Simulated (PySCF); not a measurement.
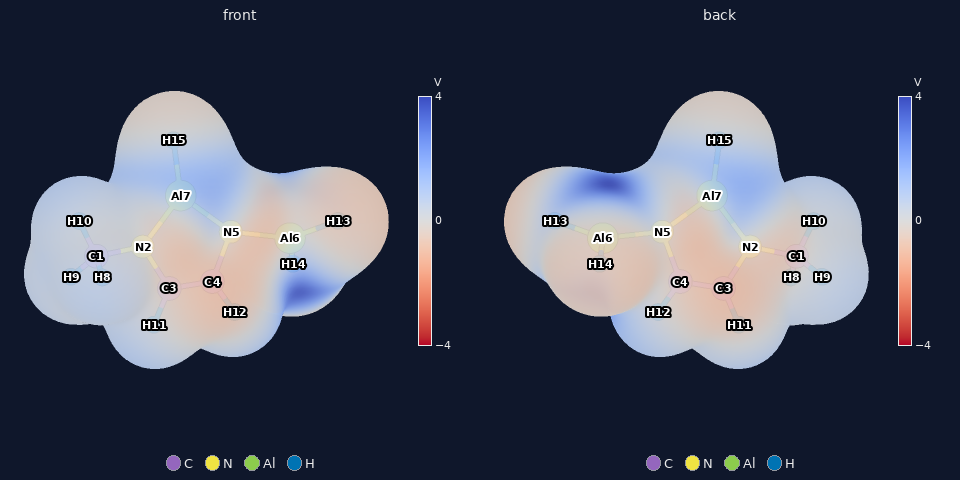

Figure. C₃H₈Al₂N₂ (SMILES C[N]1C=C[N]([AlH2])[AlH]1). The electrostatic potential painted on the density surface at 0.002 e/bohr³, seen from the front and from behind; the colour scale runs from red (negative) to blue (positive).

Geometry: GFN2-xTB.

Method: PBE0/pcSseg-1, SCF density, gas phase, non-relativistic in PySCF 2.14.0.

```yaml
atoms:
  - { symbol: C, position_ang: [-2.7093, -0.1001, 0.1028] }
  - { symbol: N, position_ang: [-1.2867, 0.1216, -0.0478] }
  - { symbol: C, position_ang: [-0.4385, -0.8865, 0.4565] }
  - { symbol: C, position_ang: [0.8836, -0.7243, 0.3466] }
  - { symbol: N, position_ang: [1.4108, 0.4730, -0.2794] }
  - { symbol: Al, position_ang: [3.2118, 0.3402, -0.1849] }
  - { symbol: Al, position_ang: [-0.1299, 1.3268, -0.7385] }
  - { symbol: H, position_ang: [-2.9896, -0.1660, 1.1597] }
  - { symbol: H, position_ang: [-3.0221, -1.0234, -0.3966] }
  - { symbol: H, position_ang: [-3.2469, 0.7347, -0.3459] }
  - { symbol: H, position_ang: [-0.8878, -1.7539, 0.9181] }
  - { symbol: H, position_ang: [1.5942, -1.4669, 0.7006] }
  - { symbol: H, position_ang: [4.0410, 1.3463, 0.6387] }
  - { symbol: H, position_ang: [3.9225, -0.8426, -0.8763] }
  - { symbol: H, position_ang: [-0.3576, 2.6290, -1.4755] }
```

> Describe the electrostatic potential map.

The most negative region (about −0.9 V) lies over the π face of C3 and C4, the most positive (about +3.4 V) over Al6.

> How polar is the molecule by this calculation?

Its dipole moment is 1.25 D.
